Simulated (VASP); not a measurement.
Band structure of NaI (rock salt). All values below come from r2SCAN+rVV10, VASP's PBE PAW potentials (set 64) (plane waves; VASP).

Unless said otherwise, spin-orbit coupling is left out, though it shifts the bands of the heavy elements here.

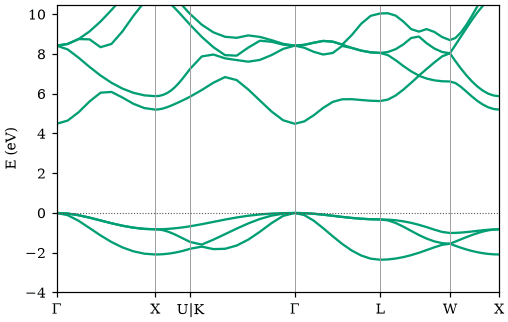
Figure: Bands along high-symmetry lines, zero at the valence-band maximum or, without a gap, the Fermi level

Problem. Read the plot: is there a gap, and where are the band edges?

Solution. The gap is direct, 4.49 eV, from the valence maximum at Γ to the conduction minimum at Γ.

Measured: gap 5.90 eV (computed value off by -1.41 eV), as given by Abedi et al., (2022), arXiv:2211.14644.

The compound is NaI in the rock salt structure. It was relaxed first.
